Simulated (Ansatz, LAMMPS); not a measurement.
# Amorphous 50HfO2-50SiO2 (mol %) (84 atoms): geometry optimisation

Aim: bring amorphous 50HfO2-50SiO2 (mol %) (84 atoms) to a nearby minimum of the energy and see what moves.

Calculated with Ansatz 0.2.0; Kohn-Sham DFT, PBE, PAW (set soft_2), plane waves.

## 1. Starting point

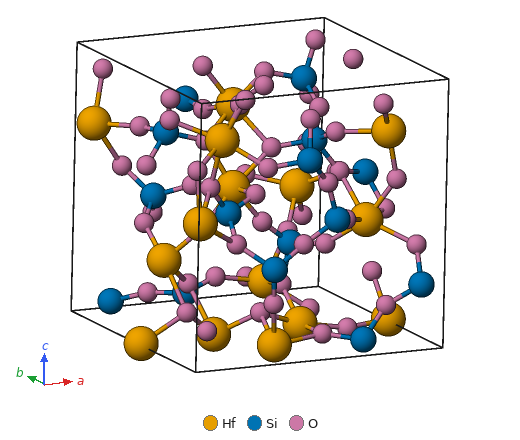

The cell as given, slightly off an axis (hafnium orange, silicon blue, oxygen pink). Bonds to atoms that aren't drawn are left out. Some periodic images of atoms are drawn too.

The cell holds 84 atoms: 14 Hf, 14 Si and 56 O. Cell: a = 10.658 Å, b = 10.658 Å, c = 10.658 Å, α = 90.0°, β = 90.0°, γ = 90.0°. 84 atoms (14 Zr, 14 Si, 56 O) placed at random at 3.52 g/cm³, melted at 5000 K for 10 ps at fixed volume with the Morse and Coulomb pair potential with partial charges (Pedone, Malavasi, Menziani, Cormack and Segre, J. Phys. Chem. B 110, 11780 (2006)). Quenched from 5000 K to 300 K at 50 K/ps and fixed volume, held 5 ps, then minimised at fixed cell. Then Zr was replaced by Hf (the potential has no terms for the new elements, so the cell is a start for a DFT relaxation).

Limits known from the start: The quench rate of 50 K/ps is many orders above laboratory rates, so the cell is likely richer in defects and strain than a real sample. The network of bonds at the start is that of the classical potential that made the cell. Only the Γ point is sampled in the main run, in a cell whose shortest periodic width is 11 Å. The levels lack spin–orbit coupling, which is large for the heavy elements here.

## 2. How the cell was made

A classical potential supplies the starting structure, since it reaches far longer times than DFT.

This step: classical MD, Morse and Coulomb pair potential with partial charges (Pedone, Malavasi, Menziani, Cormack and Segre, J. Phys. Chem. B 110, 11780 (2006)) (LAMMPS 22 Jul 2025 - Update 4).

in.lmp

```
# melt-quench of Zr14Si14O56
units metal
atom_style charge
boundary p p p
region box block 0 10.6577 0 10.6577 0 10.6577
create_box 3 box
mass 1 91.2240   # Zr
mass 2 28.0850   # Si
mass 3 15.9990   # O
create_atoms 1 random 14 39639 NULL overlap 1.5 maxtry 2000
create_atoms 2 random 14 39646 NULL overlap 1.5 maxtry 2000
create_atoms 3 random 56 39653 NULL overlap 1.5 maxtry 2000
pair_style hybrid/overlay pedone 5.5 coul/long 8.0
pair_coeff * * coul/long
pair_coeff 1 3 pedone 0.206237 2.479675 2.436997 1   # Zr-O
pair_coeff 2 3 pedone 0.340554 2.006700 2.100000 1   # Si-O
pair_coeff 3 3 pedone 0.042395 1.379316 3.618701 22   # O-O
set type 1 charge 2.4
set type 2 charge 2.4
set type 3 charge -1.2
kspace_style pppm 1.0e-4
neigh_modify delay 0 every 1 check yes
thermo_style custom step time temp pe press density
thermo_modify norm yes
timestep 0.002
thermo 100
min_style cg
minimize 1e-4 1e-4 200 2000
reset_timestep 0
velocity all create 5000 39640 mom yes dist gaussian
fix lim all nve/limit 0.05
fix lan all langevin 5000 5000 0.2 39641 zero yes
thermo 500
run 1000 post no
# [... 10 lines left out ...]
thermo 1250
fix md all nvt temp 300 300 0.2
run 2500 post no
unfix md
thermo 100
min_style cg
minimize 0 1e-3 2000 20000
write_dump all custom glass.dump id type xs ys zs modify sort id
```

Launch:

```console
> lmp -in in.lmp -log none -nocite
```

Numbers of over 12 decimals in the logs are rounded to 6 here.

The log of the run:

```text
LAMMPS (22 Jul 2025 - Update 4)
Created orthogonal box = (0 0 0) to (10.6577 10.6577 10.6577)
Created 14 atoms
Created 14 atoms
Created 56 atoms
PPPM initialization ...
  G vector (1/distance) = 0.38449168
  grid = 12 12 12
  estimated relative force accuracy = 5.902031e-05
   Step          Time           Temp          PotEng         Press         Density
         0   0              0             -2.7596978      934778.24      3.5201481
        92   0.184          0             -16.262981     -43503.78       3.5201481
Loop time of 0.0600089 s on 1 MPI rank(s) for 92 steps with 84 atoms
Minimization stats:
  Stopping criterion = energy tolerance
[... 36 lines left out ...]
     55000   110            322.61392     -16.391762     -61377.512      3.5201481
     55500   111            299.7011      -16.397293     -53605.157      3.5201481
Loop time of 0.935121 s on 1 MPI rank(s) for 2500 steps with 84 atoms
   Step          Time           Temp          PotEng         Press         Density
     55500   111            299.7011      -16.397293     -53605.157      3.5201481
     55517   111.034        299.7011      -16.430472     -61676.935      3.5201481
Loop time of 0.0324637 s on 1 MPI rank(s) for 17 steps with 84 atoms
Minimization stats:
  Stopping criterion = linesearch alpha is zero
  Energy initial, next-to-last, final =
     -16.3972934735413  -16.4304717369835  -16.4304717369835
  Force two-norm initial, final = 11.936252 0.3024493
  Iterations, force evaluations = 17 67
```

Wall time 23 s (1 thread of Arm Neoverse V1, shared host); peak memory 0.072 GiB.

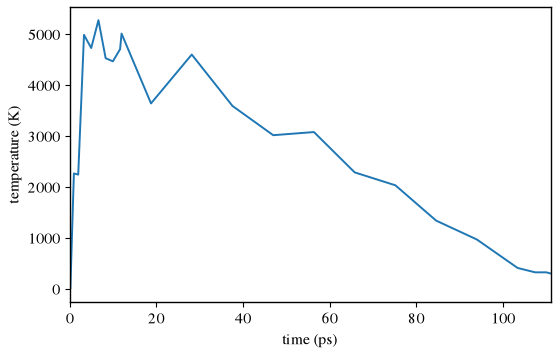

Temperature, plotted against time.

## 3. Single point at the start

A single point comes first, to see the forces before anything moves.

input.yaml

```yaml
crystal:
  lattice:
    - [10.6577, 0.0, 0.0]
    - [0.0, 10.6577, 0.0]
    - [0.0, 0.0, 10.6577]
  atoms:
    - { symbol: Hf, position: [0.46495, 0.66098, 0.80256] }
    - { symbol: Hf, position: [0.40438, 0.17235, 0.0261] }
    - { symbol: Hf, position: [0.01807, 0.88609, 0.72283] }
    - { symbol: Hf, position: [0.6217, 0.39775, 0.03445] }
    - { symbol: Hf, position: [0.83268, 0.30514, 0.42291] }
    - { symbol: Hf, position: [0.40929, 0.53744, 0.52792] }
    - { symbol: Hf, position: [0.81689, 0.82893, 0.43024] }
    - { symbol: Hf, position: [0.13285, 0.53076, 0.2835] }
    - { symbol: Hf, position: [0.18398, 0.19035, 0.80286] }
    - { symbol: Hf, position: [0.99856, 0.43569, 0.00789] }
    - { symbol: Hf, position: [0.86906, 0.21162, 0.77086] }
    - { symbol: Hf, position: [0.31042, 0.47257, 0.00548] }
    - { symbol: Hf, position: [0.6599, 0.76074, 0.10595] }
    - { symbol: Hf, position: [0.05503, 0.09708, 0.52558] }
    - { symbol: Si, position: [0.72201, 0.08842, 0.03671] }
    - { symbol: Si, position: [0.70423, 0.47746, 0.69266] }
    - { symbol: Si, position: [0.15506, 0.58315, 0.74642] }
    - { symbol: Si, position: [0.77683, 0.71462, 0.85994] }
    - { symbol: Si, position: [0.44305, 0.99754, 0.74914] }
    - { symbol: Si, position: [0.27007, 0.29695, 0.49854] }
    - { symbol: Si, position: [0.59362, 0.06365, 0.49974] }
    - { symbol: Si, position: [0.65587, 0.5577, 0.2955] }
    - { symbol: Si, position: [0.14332, 0.96878, 0.03016] }
    - { symbol: Si, position: [0.2253, 0.80905, 0.45162] }
    - { symbol: Si, position: [0.94403, 0.53814, 0.53739] }
    - { symbol: Si, position: [0.34095, 0.05788, 0.33734] }
    - { symbol: Si, position: [0.32946, 0.743, 0.09572] }
    - { symbol: Si, position: [0.93779, 0.05949, 0.22788] }
    - { symbol: O, position: [0.3336, 0.71695, 0.50259] }
    - { symbol: O, position: [0.98448, 0.4532, 0.41687] }
    - { symbol: O, position: [0.04917, 0.5236, 0.64641] }
    - { symbol: O, position: [0.91685, 0.23412, 0.58336] }
    - { symbol: O, position: [0.40049, 0.34105, 0.54865] }
    - { symbol: O, position: [0.84789, 0.80733, 0.77404] }
    - { symbol: O, position: [0.81891, 0.71158, 0.00049] }
    - { symbol: O, position: [0.36063, 0.0992, 0.19916] }
    - { symbol: O, position: [0.53831, 0.55252, 0.38513] }
    - { symbol: O, position: [0.13871, 0.5201, 0.88695] }
    - { symbol: O, position: [0.28076, 0.9209, 0.36002] }
    - { symbol: O, position: [0.68199, 0.95102, 0.07668] }
    - { symbol: O, position: [0.05701, 0.0292, 0.14162] }
    - { symbol: O, position: [0.80253, 0.46549, 0.56931] }
    - { symbol: O, position: [0.30594, 0.56336, 0.70575] }
    - { symbol: O, position: [0.56811, 0.5506, 0.65964] }
    - { symbol: O, position: [0.71884, 0.70328, 0.30127] }
    - { symbol: O, position: [0.73377, 0.43086, 0.31374] }
    - { symbol: O, position: [0.50317, 0.49424, 0.90951] }
    - { symbol: O, position: [0.96444, 0.15729, 0.35182] }
    - { symbol: O, position: [0.13708, 0.70438, 0.38277] }
    - { symbol: O, position: [0.6607, 0.93416, 0.46309] }
    - { symbol: O, position: [0.06603, 0.92012, 0.91318] }
    - { symbol: O, position: [0.89444, 0.93361, 0.29025] }
    - { symbol: O, position: [0.91692, 0.95112, 0.55418] }
    - { symbol: O, position: [0.22232, 0.08929, 0.97287] }
    - { symbol: O, position: [0.23542, 0.85757, 0.08004] }
    - { symbol: O, position: [0.17601, 0.25982, 0.61194] }
    - { symbol: O, position: [0.62658, 0.56171, 0.14322] }
    - { symbol: O, position: [0.89848, 0.67477, 0.51236] }
    - { symbol: O, position: [0.77278, 0.57896, 0.78415] }
    - { symbol: O, position: [0.27528, 0.61416, 0.16527] }
    - { symbol: O, position: [0.23917, 0.16483, 0.41636] }
    - { symbol: O, position: [0.82969, 0.12568, 0.14651] }
    - { symbol: O, position: [0.03238, 0.08463, 0.72744] }
    - { symbol: O, position: [0.12007, 0.72361, 0.73931] }
    - { symbol: O, position: [0.46523, 0.07466, 0.41715] }
    - { symbol: O, position: [0.43848, 0.35751, 0.10164] }
    - { symbol: O, position: [0.34269, 0.66908, 0.95616] }
    - { symbol: O, position: [0.98753, 0.55153, 0.1607] }
    - { symbol: O, position: [0.78956, 0.10176, 0.90413] }
    - { symbol: O, position: [0.81094, 0.39263, 0.00245] }
    - { symbol: O, position: [0.24533, 0.43498, 0.42146] }
    - { symbol: O, position: [0.02034, 0.29034, 0.87028] }
    - { symbol: O, position: [0.46934, 0.05092, 0.88824] }
    - { symbol: O, position: [0.54565, 0.04962, 0.6455] }
    - { symbol: O, position: [0.43734, 0.84565, 0.74645] }
    - { symbol: O, position: [0.68791, 0.17946, 0.46557] }
    - { symbol: O, position: [0.62458, 0.73209, 0.89465] }
    - { symbol: O, position: [0.30764, 0.06339, 0.71821] }
    - { symbol: O, position: [0.16138, 0.39797, 0.11694] }
    - { symbol: O, position: [0.7209, 0.3419, 0.75159] }
    - { symbol: O, position: [0.31037, 0.30349, 0.8986] }
    - { symbol: O, position: [0.1463, 0.90838, 0.54804] }
    - { symbol: O, position: [0.61144, 0.19851, 0.04335] }
    - { symbol: O, position: [0.46732, 0.77546, 0.13639] }
kpoints:
  mp_grid: { grid: [1, 1, 1] }
hamiltonian:
  xc: pbe
scf:
  occupations: { method: fermi_dirac, width: 0.025 }
output:
  forces: true
```

Launch:

```console
> ansatz run input.yaml --threads 4 --pin off --max-ram 8192MiB --backend cpu --events-out ev --progress --plain --runs-dir out
```

The log of the run:

```text
Engine: ansatz 0.2.0, aarch64-unknown-linux-gnu
Pseudopotentials: kind: paw
Pseudopotential: Hf, paw, valence charge 26, recommended cutoff 420 eV (normal), Hf.paw.azcp
Pseudopotential: Si, paw, valence charge 4, recommended cutoff 420 eV (normal), Si.paw.azcp
Pseudopotential: O, paw, valence charge 6, recommended cutoff 420 eV (normal), O.paw.azcp
[... 5 lines on functional and potentials left out ...]
Crystal: 84 atoms, lattice volume = 1210.572 Å³
Basis set: ecut = 420 eV, 23703 PW (Γ), exchange–correlation on 144×144×144 points (8 copies of the dense FFT grid, shifted against one another)
Bands: 462, of which v1, the nominal top of the filled ones, is band 378 counted from 1 (377 counted from 0)
Symmetry: 1 space group operations
Space group: P1 (ITA 1), of the structure as read, at distance tolerance 1.1e-4 Å
k-points: 1
[... 7 lines on functional and potentials left out ...]
Initial density: superposition of atomic densities (neutral atoms: chi_scale 0, normalization atom), corrected by the library's trained network
Initial wavefunctions: pseudopotential atomic-orbital guess
Functional: x = pbe(κ = 0.804, μ = 0.219515), c = pbe(β = 0.066725)
SCF iter   1: F=—  HF=-260883.873394 eV  |F-HF|=—  |Δ(HF+E_count)|=         —  Δρ=3.75e-3  dr2=1.67e-1  ethr=1.77e-3  ⟨swp⟩=6.0  Hψ=1737  notcnv=0  defer=62
preconditioner: auto → Resta (q_TF=auto, 2.522 Å⁻¹)  ε∞=4.0  [insulator: Δε(μ)=3.059 eV  Ē_g=16.681 eV  σ=0.025 eV  W_gap=1.00  n_scr=340 (ndim 8)  ℏωp=28.8 eV  f_vac=0.200  D(μ)=0.00/eV (n_scr^D=0)  ε∞_Penn≈4.0]
SCF iter   2: F=—  HF=-260883.854561 eV  |F-HF|=—  |Δ(HF+E_count)|=   1.88e-2  Δρ=1.88e-3  dr2=3.38e-2  ethr=2.21e-5  ⟨swp⟩=2.0  Hψ=809  notcnv=0  defer=80
SCF iter   3: F=—  HF=-260883.855719 eV  |F-HF|=—  |Δ(HF+E_count)|=   1.16e-3  Δρ=8.50e-4  dr2=1.09e-2  ethr=4.47e-6  ⟨swp⟩=2.0  Hψ=660  notcnv=0  defer=56
automatic band count: iteration 3 solves 438 bands in place of 462: the levels show a gap, and the empty bands left out lie too high to hold charge; the band table lists the bands solved (type scf.n_extra_bands for more)
SCF iter   4: F=—  HF=-260883.856748 eV  |F-HF|=—  |Δ(HF+E_count)|=   1.03e-3  Δρ=2.61e-4  dr2=1.09e-3  ethr=1.44e-6  ⟨swp⟩=2.0  Hψ=660  notcnv=0  defer=56
SCF iter   5: F=—  HF=-260883.856890 eV  |F-HF|=—  |Δ(HF+E_count)|=   1.42e-4  Δρ=1.61e-4  dr2=3.35e-4  ethr=1.44e-7  ⟨swp⟩=2.0  Hψ=755  notcnv=0  defer=56
SCF iter   6: F=—  HF=-260883.856928 eV  |F-HF|=—  |Δ(HF+E_count)|=   3.76e-5  Δρ=5.57e-5  dr2=4.56e-5  ethr=4.44e-8  ⟨swp⟩=2.0  Hψ=755  notcnv=0  defer=56
SCF iter   7: F=—  HF=-260883.859092 eV  |F-HF|=—  |Δ(HF+E_count)|=   2.16e-3  Δρ=3.36e-5  dr2=1.46e-5  ethr=6.03e-9  ⟨swp⟩=2.0  Hψ=814  notcnv=0  defer=56
SCF iter   8: F=—  HF=-260883.859096 eV  |F-HF|=—  |Δ(HF+E_count)|=   4.48e-6  Δρ=1.32e-5  dr2=2.46e-6  ethr=1.94e-9  ⟨swp⟩=2.0  Hψ=662  notcnv=0  defer=56
SCF iter   9: F=—  HF=-260883.859098 eV  |F-HF|=—  |Δ(HF+E_count)|=   1.45e-6  Δρ=6.73e-6  dr2=5.92e-7  ethr=3.25e-10  ⟨swp⟩=2.0  Hψ=760  notcnv=0  defer=56
SCF iter  10: F=-260883.859098 eV  HF=-260883.859098 eV  |F-HF|=4.99e-8  |Δ(HF+E_count)|=   1.49e-7  Δρ=2.68e-6  dr2=9.94e-8  ethr=1.32e-11  ⟨swp⟩=3.0  Hψ=1519  notcnv=0
SCF 1 converged in 10 iterations: F = -260883.859098 eV  dr2 = 9.94e-8
  greatest PAW one-centre occupation: 0.999 electrons in one spin orbital (limit 2), on the Hf atom at site 8 (counted from 0), in its partial waves of l = 0
SCF converged after 10 iterations
Free energy (F): -260883.859098 eV
Harris-Foulkes:  -260883.859098 eV  (|F-HF|=4.99e-8)
Internal energy: -260883.859098 eV  (E = F + TS)
E sigma→0 (E₀):  -260883.859098 eV
Fermi energy:    8.015102 eV
--- Per-component energies (eV) ---
  E_band       = -4719.864422
  E_kinetic    = 16322.714221
  E_local      = -144021.388121  (includes V_loc(G=0)·N_el)
  E_nonlocal   = -14385.248508
  E_hartree    = 64537.359115
  E_xc         = -9090.352247
  E_vxc        = -9633.540257  (∫ρ·V_xc dr)
  E_paw        = -113019.201610  (= ΣΔE_a)
  E_vpaw       = 17922.753567  (= ΣTr[D̂ρ^β])
  E_aug_tail   = 0.140518  (compensation charges beyond the density's cutoff)
  E_ewald      = -61227.882466
  E_smearing   = -0.000000  (= −TS)
  E_closure    = -0.000000  (closes the sum)
  Σ components = -260883.859098   (vs F -260883.859098, Δ=0.00e0)
--- Forces (eV/Å), atoms counted from 1 ---
  atom   1  Hf     0.10574157     1.91426305     1.20418060
  atom   2  Hf    -0.30531497    -0.96894100    -0.35111244
  atom   3  Hf    -0.05221370    -2.57256554     1.61515601
  atom   4  Hf     0.03329127     1.51879228    -1.06857695
  atom   5  Hf    -1.45069388    -0.92806480     0.24582882
  atom   6  Hf    -0.01957932    -0.24677339    -1.76659308
  atom   7  Hf     0.04141008     2.32347633    -0.04869300
  atom   8  Hf    -1.01863417     1.70638327    -1.11655183
  atom   9  Hf     2.34556624    -0.80967618    -0.12618036
  atom  10  Hf    -0.23012177     1.47715784     1.71940897
  atom  11  Hf    -0.16607771     0.86218997     1.78880703
  atom  12  Hf     0.50291997    -0.57891214     0.43799551
  atom  13  Hf     0.11027600     1.25677559    -1.20674559
  atom  14  Hf    -0.25710984    -0.50393209    -0.16239765
[...]
atom  83  O     -0.48235028     0.34871962     0.31583620
  atom  84  O      2.25284538     0.56762548     0.31238105
  max |Σ_I F_I| component: 6.74e-5 eV/Å
```

Elapsed: 19 s, on 4 threads of Arm Neoverse V1, shared host; peak memory 1.7 GiB.

Numbers from this run:

| Quantity | Value |
| --- | --- |
| free energy | -260883.8591 eV |
| free energy per atom | -3105.7602 eV/atom |
| SCF cycles | 10 |
| r.m.s. force component | 0.9929 eV/Å |
| longest force | 3.631 eV/Å |
| Fermi energy | 8.015 eV |

The r.m.s. force component of 0.99 eV/Å sets the starting point.

Neighbours are counted within 2.82 Å (O-Hf), 2.12 Å (O-Si).

Length of the force by element and coordination:

| element | coordination | atoms | mean length of the force (eV/Å) | spread | least | most |
| --- | --- | --- | --- | --- | --- | --- |
| Hf | all | 14 | 1.88 | 0.640 | 0.589 | 3.04 |
| Hf | 5 | 4 | 2.11 | 0.195 | 1.86 | 2.32 |
| Hf | 6 | 8 | 2.05 | 0.556 | 1.07 | 3.04 |
| Hf | 7 | 2 | 0.736 | 0.147 | 0.589 | 0.883 |
| O | all | 56 | 1.46 | 0.928 | 0.300 | 3.63 |
| O | 2 | 31 | 1.99 | 0.911 | 0.342 | 3.63 |
| O | 3 | 24 | 0.818 | 0.364 | 0.300 | 1.76 |
| O | 4 | 1 | 0.600 | 0 | 0.600 | 0.600 |
| Si | all | 14 | 1.22 | 0.554 | 0.538 | 2.38 |

(Continued in part 2 of 4.)

[Logs are printed without paths, hosts, clocks, repeated set-up lines and the standing remarks that a program may print on its own settings, such as how far it seeks lower states.]

[Hosts, paths, dates, database ids (printed as entryN), source tags and the programs' standing remarks are cut or masked in the printed files.]
